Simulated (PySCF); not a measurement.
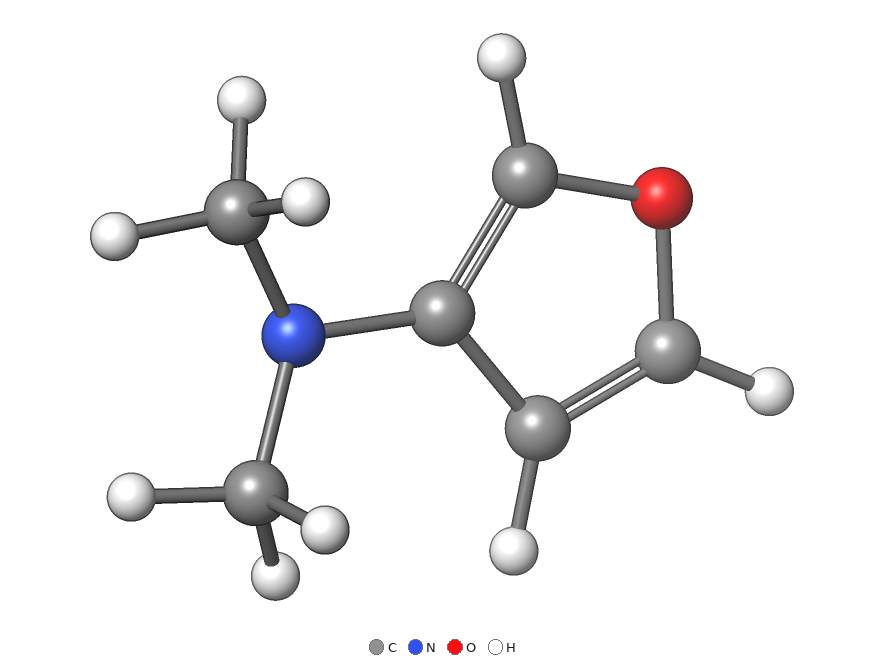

The picture shows a molecular structure as a ball-and-stick model. Double and triple bonds are drawn as two and three sticks.

The computed structure is the end point of a GFN2-xTB optimisation. No frequency run is at hand to confirm it as a minimum.

Question: Count the atoms of each element.

Answer: C₆H₉NO, 17 atoms: 6 carbon, 9 hydrogen, 1 nitrogen and 1 oxygen.

Question: What is its SMILES?

Answer: CN(C)c1ccoc1

The parts below concern this one geometry. Atoms keep their numbers from picture to picture.

**Shape**

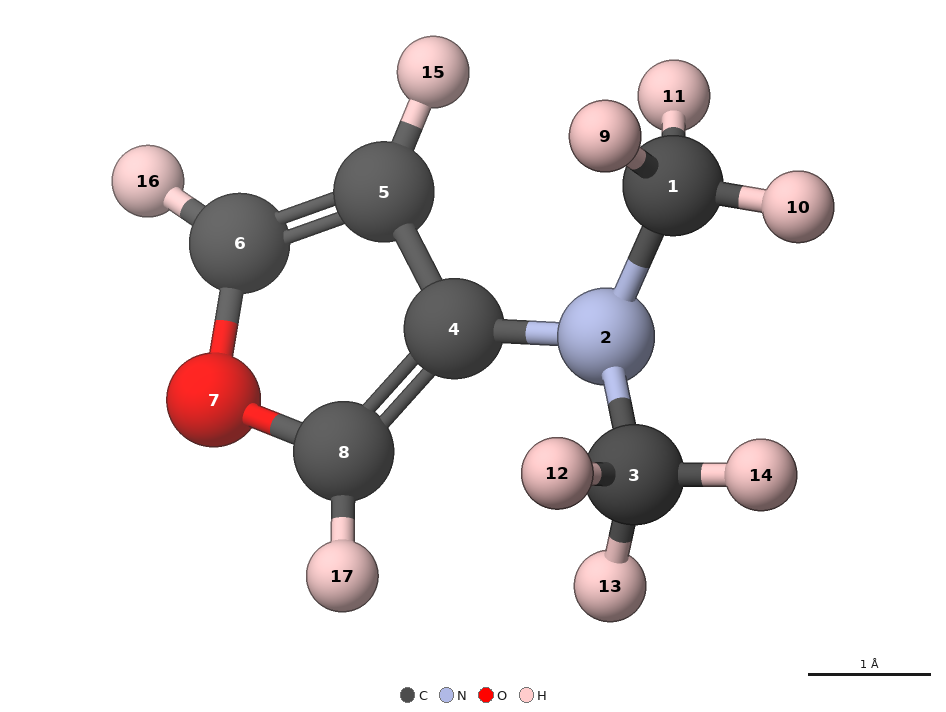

No frequency run is at hand to confirm it as a minimum.

Give these bond angles: N2–C1–H9, N2–C1–H10, N2–C3–H12, N2–C3–H13, N2–C4–C8, C3–N2–C4, C4–C5–C6, C4–C5–H15, C4–C8–O7, C6–C5–H15, C6–O7–C8, O7–C8–H17.

```json
{"angle": "N2–C1–H9", "degrees": "112.9"}
{"angle": "N2–C1–H10", "degrees": "108.7"}
{"angle": "N2–C3–H12", "degrees": "112.8"}
{"angle": "N2–C3–H13", "degrees": "109.3"}
{"angle": "N2–C4–C8", "degrees": "127.9"}
{"angle": "C3–N2–C4", "degrees": "115.9"}
{"angle": "C4–C5–C6", "degrees": "106.2"}
{"angle": "C4–C5–H15", "degrees": "127.7"}
{"angle": "C4–C8–O7", "degrees": "110.7"}
{"angle": "C6–C5–H15", "degrees": "126.1"}
{"angle": "C6–O7–C8", "degrees": "106.9"}
{"angle": "O7–C8–H17", "degrees": "116.4"}
```

**Electronic properties**

No frequency run is at hand to confirm it as a minimum. Level of theory: PBE0/def2-SVPD, gas phase (PySCF 2.14.0). Excitations: vertical, linear response.

What does the calculation give?

- dipole moment: 1.75 D
- HOMO energy (Kohn–Sham orbital): −5.54 eV
- LUMO energy (Kohn–Sham orbital): 0.42 eV
- HOMO–LUMO gap: 5.96 eV
- mean static polarisability: 81.3 bohr³
- lowest vertical singlet excitation: 5.14 eV
- its oscillator strength: 0.048
- brightest of the 6 lowest singlets: 6.56 eV
- its oscillator strength: 0.07

**NMR shielding**

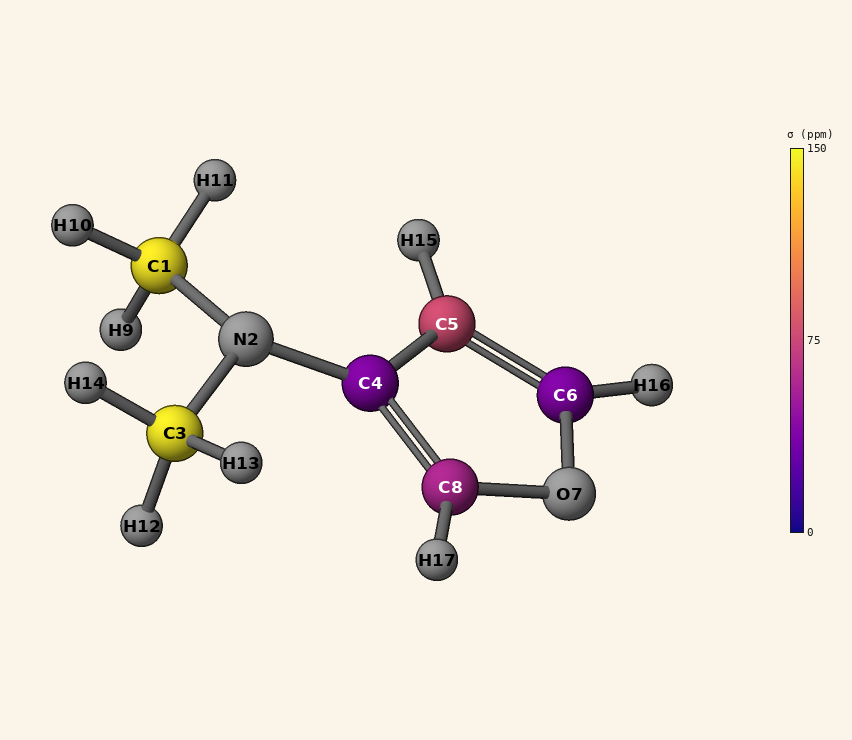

Atoms are coloured by their isotropic NMR shieldings (C only, the others grey). No frequency run is at hand to confirm it as a minimum. Level of theory: GIAO PBE0/pcSseg-1 NMR shielding, non-relativistic, gas phase (PySCF 2.14.0).

Question: Which C atom is the most shielded (lowest chemical shift)?

Answer: C3 (144.8 ppm).

Question: Which C atom is the least shielded (highest chemical shift)?

Answer: C6 (39.6 ppm).

Question: How wide is the range of C shifts?

Answer: 105.2 ppm.

List the isotropic NMR shieldings of the C atoms.

```
atom  σ (ppm)
  C1    144.0
  C3    144.8
  C4     40.3
  C5     78.9
  C6     39.6
  C8     59.5
```

**Ring current**

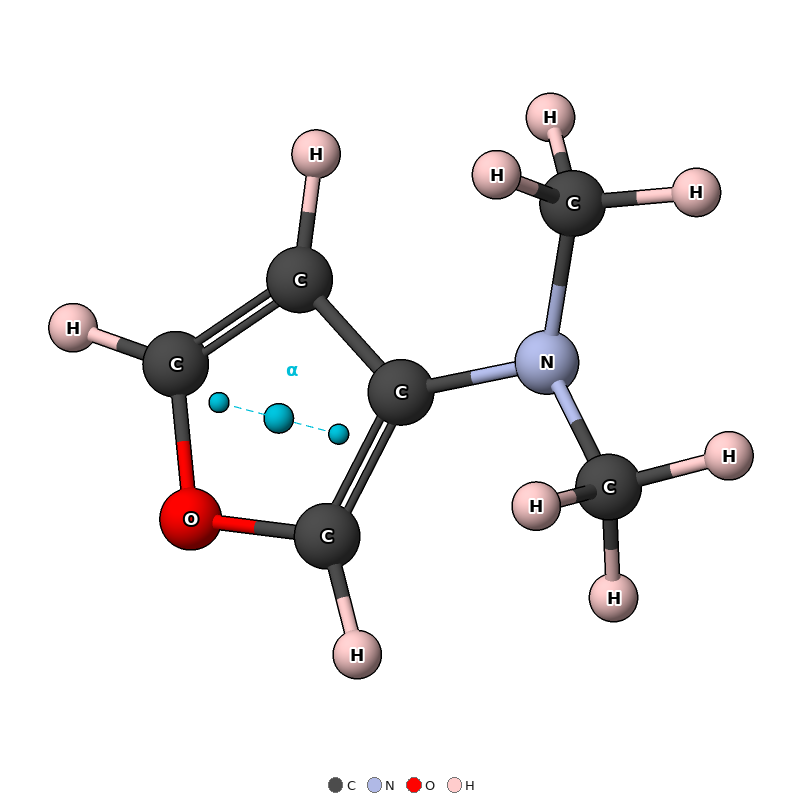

The small points mark where nucleus-independent chemical shifts (NICS) were computed: at the centre of each lettered ring and 1 Å above and below it. No frequency run is at hand to confirm it as a minimum. Method: GIAO PBE0/pcSseg-1 NMR shielding, non-relativistic, gas phase (PySCF 2.14.0).

Give NICS(0), NICS(1) and the out-of-plane component NICS(1)zz for each ring (means of the two sides).

```tsv
ring	members	NICS(0)	NICS(1)	NICS(1)zz
α	C4O	−12.5	−9.9	−24.6
```

Values in ppm.

Question: What do the values say about the ring currents?

Answer: Ring α: diatropic, as in an aromatic ring. NICS is one index among several.

**Charges**

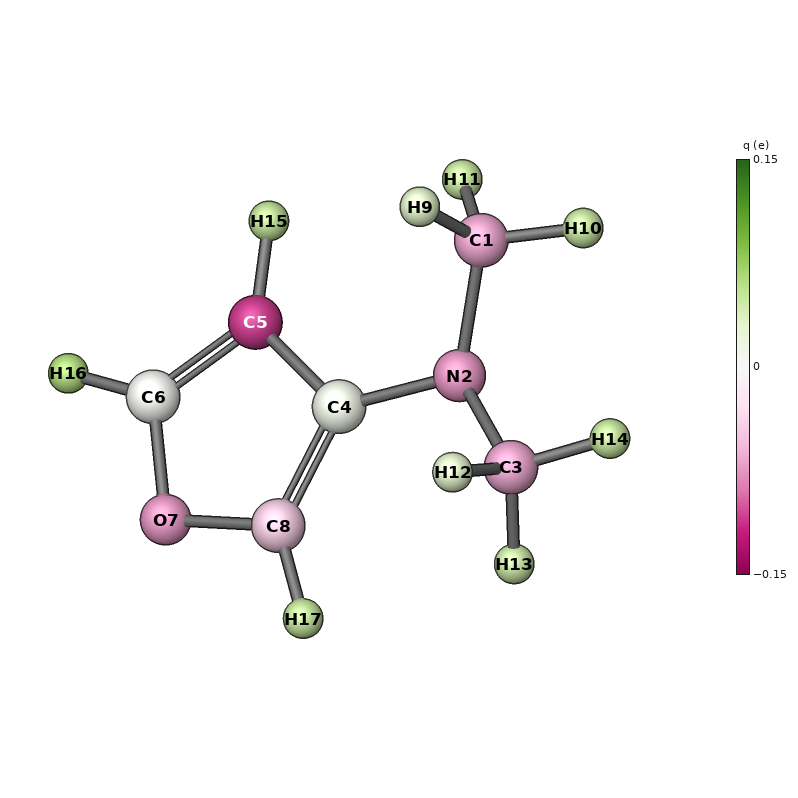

Atoms are coloured by their Hirshfeld charges. No frequency run is at hand to confirm it as a minimum. Level of theory: PBE0/pcSseg-1, gas phase (PySCF 2.14.0).

List the Hirshfeld charges.

```
atom  value (e)
  C1      −0.07
  N2      −0.07
  C3      −0.07
  C4       0.01
  C5      −0.11
  C6       0.00
  O7      −0.07
  C8      −0.04
  H9       0.03
 H10       0.05
 H11       0.05
 H12       0.03
 H13       0.05
 H14       0.05
 H15       0.05
 H16       0.06
 H17       0.05
```
